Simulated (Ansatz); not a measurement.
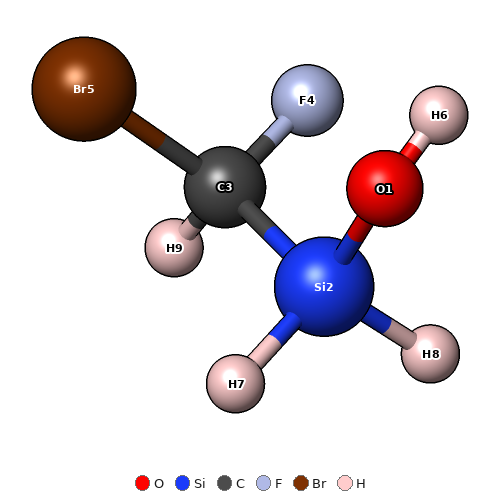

The system is CH₄BrFOSi, SMILES O[SiH2]C(F)Br; the picture shows the reference structure. Coordinates scanned: (1) angle H6–O1–Si2; (2) dihedral H6–O1–Si2–C3. Nothing is relaxed (all other coordinates rigid). The scan uses a 15 × 15 grid. Energies: eV, counted from the lowest grid point. Computed with RKS PBE0-D4/def2-SVP in Ansatz 0.2.0.

Its coordinates:

| atom | x (Å) | y (Å) | z (Å) |
| --- | --- | --- | --- |
| O | -1.7833 | 0.4424 | 0.3226 |
| Si | -0.6025 | -0.6397 | -0.0946 |
| C | 1.1106 | 0.2063 | -0.1272 |
| F | 1.4203 | 0.6435 | 1.1287 |
| Br | 1.0846 | 1.7223 | -1.3558 |
| H | -1.6768 | 0.9205 | 1.1505 |
| H | -0.9194 | -1.1534 | -1.4496 |
| H | -0.4736 | -1.7510 | 0.8977 |
| H | 1.9287 | -0.4373 | -0.4893 |

Range: angle H6–O1–Si2 from 72.6 to 162.6°; dihedral H6–O1–Si2–C3 from −180 to 156°.

> What will the energy surface look like?

The lowest grid point is at angle H6–O1–Si2 = 117.6°, dihedral H6–O1–Si2–C3 = −60°; the map holds 2 wells of about this depth. The highest grid point, angle H6–O1–Si2 = 72.6°, dihedral H6–O1–Si2–C3 = −180°, lies 1.13 eV above the lowest. On the interpolated surface the easiest way out of the lowest well to a well of about the same depth near angle H6–O1–Si2 = 117.6°, dihedral H6–O1–Si2–C3 = 60° passes a barrier of about 0.015 eV. Round the minimum the two coordinates are nearly uncoupled.

| dihedral H6–O1–Si2–C3 ↓, angle H6–O1–Si2 → | 72.6 | 79.0 | 85.4 | 91.9 | 98.3 | 104.7 | 111.1 | 117.6 | 124.0 | 130.4 | 136.9 | 143.3 | 149.7 | 156.1 | 162.6 |
| --- | --- | --- | --- | --- | --- | --- | --- | --- | --- | --- | --- | --- | --- | --- | --- |
| 156 | 1.11 | 0.77 | 0.52 | 0.34 | 0.22 | 0.14 | 0.10 | 0.09 | 0.10 | 0.13 | 0.17 | 0.22 | 0.26 | 0.30 | 0.34 |
| 132 | 1.09 | 0.75 | 0.50 | 0.32 | 0.20 | 0.12 | 0.08 | 0.07 | 0.08 | 0.11 | 0.16 | 0.20 | 0.25 | 0.30 | 0.33 |
| 108 | 1.06 | 0.73 | 0.48 | 0.30 | 0.17 | 0.09 | 0.05 | 0.04 | 0.06 | 0.09 | 0.14 | 0.19 | 0.24 | 0.29 | 0.33 |
| 84 | 1.05 | 0.71 | 0.45 | 0.27 | 0.14 | 0.06 | 0.02 | 0.02 | 0.04 | 0.07 | 0.12 | 0.17 | 0.23 | 0.28 | 0.32 |
| 60 | 1.05 | 0.69 | 0.43 | 0.24 | 0.12 | 0.04 | 0.01 | 0.00 | 0.02 | 0.06 | 0.11 | 0.16 | 0.22 | 0.27 | 0.31 |
| 36 | 1.07 | 0.71 | 0.44 | 0.25 | 0.12 | 0.05 | 0.01 | 0.00 | 0.02 | 0.06 | 0.10 | 0.16 | 0.21 | 0.26 | 0.31 |
| 12 | 1.11 | 0.75 | 0.48 | 0.28 | 0.15 | 0.07 | 0.02 | 0.01 | 0.03 | 0.06 | 0.10 | 0.15 | 0.21 | 0.26 | 0.30 |
| −12 | 1.12 | 0.77 | 0.50 | 0.30 | 0.16 | 0.08 | 0.03 | 0.01 | 0.03 | 0.05 | 0.10 | 0.15 | 0.20 | 0.25 | 0.30 |
| −36 | 1.11 | 0.75 | 0.48 | 0.29 | 0.15 | 0.07 | 0.02 | 0.00 | 0.02 | 0.05 | 0.09 | 0.14 | 0.20 | 0.25 | 0.30 |
| −60 | 1.11 | 0.75 | 0.48 | 0.28 | 0.15 | 0.06 | 0.01 | 0.00 | 0.01 | 0.04 | 0.09 | 0.14 | 0.20 | 0.25 | 0.30 |
| −84 | 1.10 | 0.75 | 0.49 | 0.30 | 0.16 | 0.07 | 0.03 | 0.01 | 0.02 | 0.05 | 0.10 | 0.15 | 0.20 | 0.26 | 0.30 |
| −108 | 1.10 | 0.76 | 0.50 | 0.31 | 0.18 | 0.10 | 0.05 | 0.04 | 0.05 | 0.08 | 0.12 | 0.17 | 0.22 | 0.27 | 0.31 |
| −132 | 1.11 | 0.77 | 0.52 | 0.34 | 0.21 | 0.13 | 0.08 | 0.07 | 0.08 | 0.10 | 0.14 | 0.19 | 0.24 | 0.28 | 0.32 |
| −156 | 1.12 | 0.78 | 0.53 | 0.35 | 0.22 | 0.14 | 0.10 | 0.09 | 0.10 | 0.13 | 0.17 | 0.21 | 0.26 | 0.30 | 0.33 |
| −180 | 1.13 | 0.79 | 0.53 | 0.35 | 0.23 | 0.15 | 0.11 | 0.09 | 0.11 | 0.13 | 0.17 | 0.22 | 0.26 | 0.30 | 0.34 |

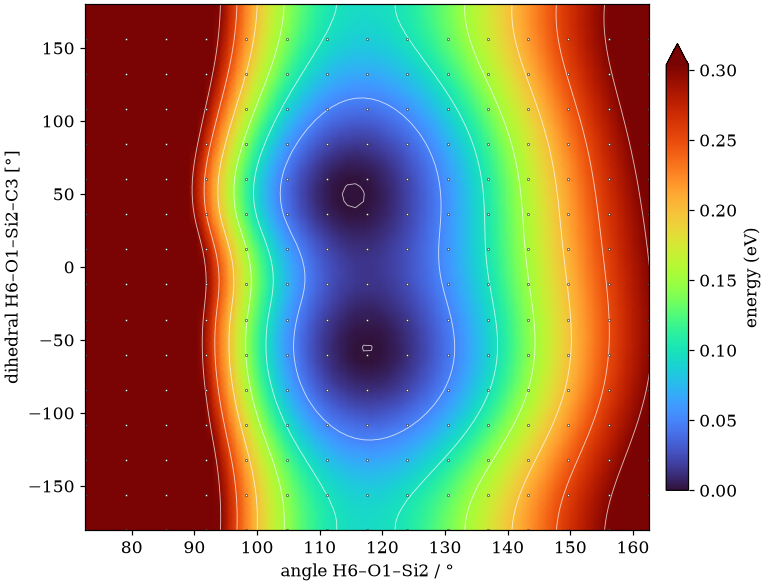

Drawn: a smooth colour map with a few white contour lines, dots at the grid points, one colour for all values above the top of the scale. Between grid points the surface is interpolated.

The whole map (225 points run) took 23 min on 1 thread of Arm Neoverse V2, with other jobs on the host.
